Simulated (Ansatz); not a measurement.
H2O···CHF2 (doublet)

```xyz
7

H    -0.3194    0.7610   -0.2705
C     0.5762   -0.7704    0.2319
F     0.4167   -1.7009   -0.6825
F     0.1228   -1.1593    1.4035
O    -0.7102    1.6431   -0.5218
H     1.5867   -0.3065    0.2540
H    -1.6729    1.5330   -0.4145
```

Level of theory: UKS LDA/def2-SVPD in Ansatz 0.2.0.

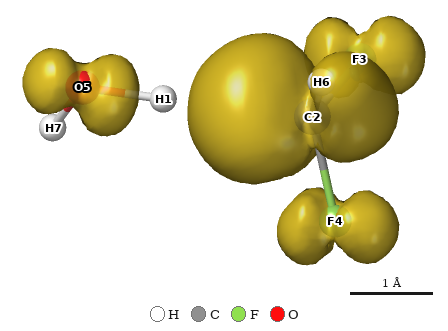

Figure 1. Isosurfaces of the spin density at +0.03 (yellow) and −0.03 e/Å³ (cyan), seen at a tilt.

> Which atoms carry the spin?

The unpaired spin (1 electron) lies mostly on C2 (about 0.6), F4 (about 0.1), F3 (about 0.1) and O5 (about 0.1), in electrons by Hirshfeld's partition.

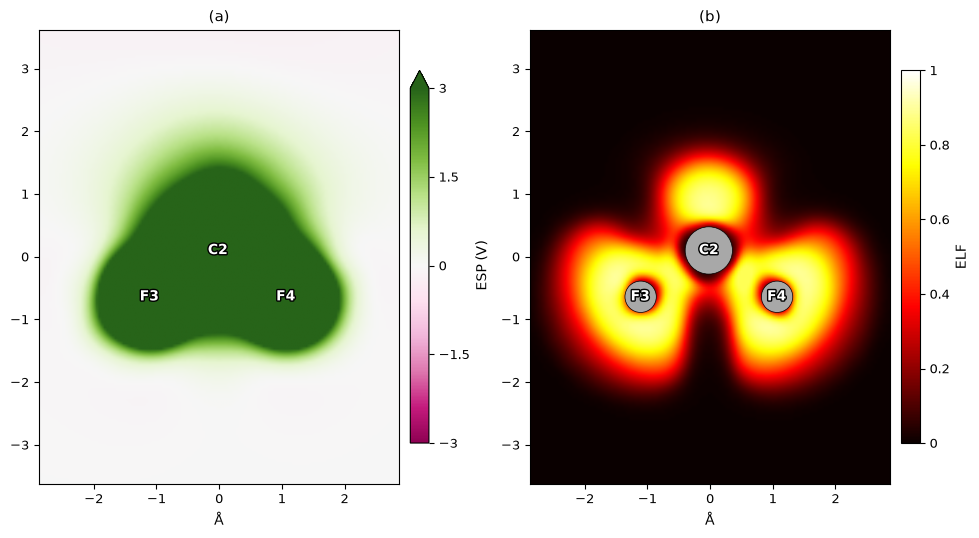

Figure 2. (a) electrostatic potential; (b) electron localisation function on the plane of atoms F3, C2 and F4. Grey discs cover the atomic cores in the ELF map.

> Describe what can be read from this map.

Atoms in the plane: C and F. C–F (1.31 Å): the ELF peaks at about 0.85 between the atoms: a polar covalent bond. The ELF also peaks beside F3 and F4, away from the bonds: non-bonding electrons, paired or unpaired. The potential has no marked negative region in this plane.

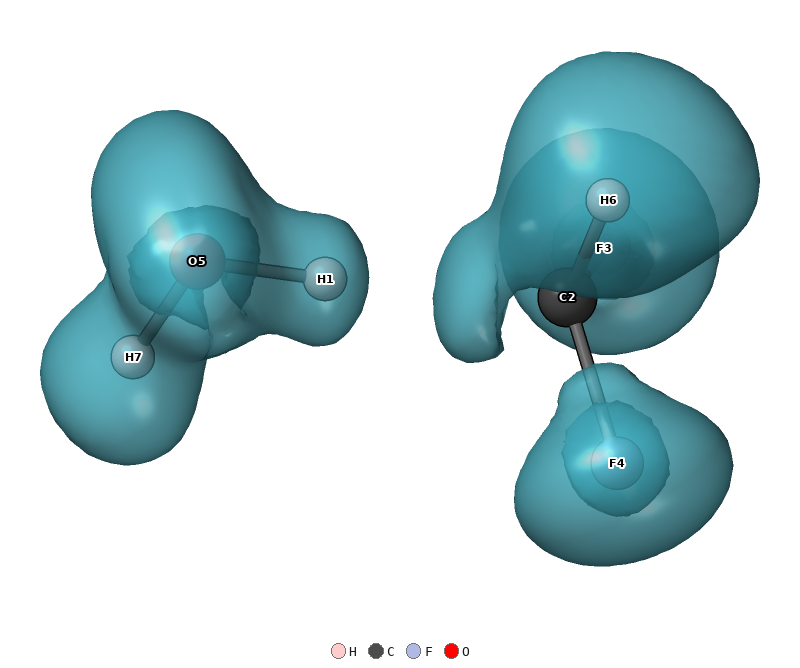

Figure 3. Isosurface of the electron localisation function at 0.75 (cyan), seen across its widest extent. Only the valence region is drawn (cores and ρ < 0.01 e/Å³ removed).

> Describe the localisation domains.

The surface consists of one region around a hydrogen nucleus, two regions on F in which the atom's valence shell and bonds are merged and one joined region spread over several atoms (H, O), in which their bonds and any lone pairs are merged. Profiles from the grid: C2···H1 (1.84 Å): the ELF dips to about 0.30 between them.

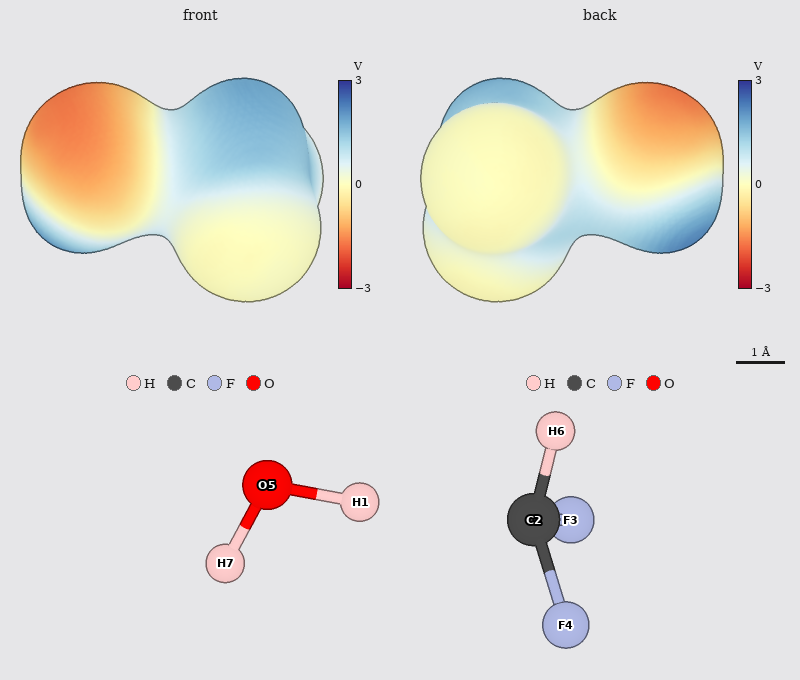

Figure 4. The electrostatic potential painted on the density surface at 0.002 e/bohr³, seen from the front and from behind; red is negative and blue positive. The bare structure is drawn below in the same view.

> Describe the electrostatic potential map.

The most negative region (about −1.7 V) lies over O5, the most positive (about +2.1 V) over H7. O5 is the likeliest acceptor of a hydrogen bond.
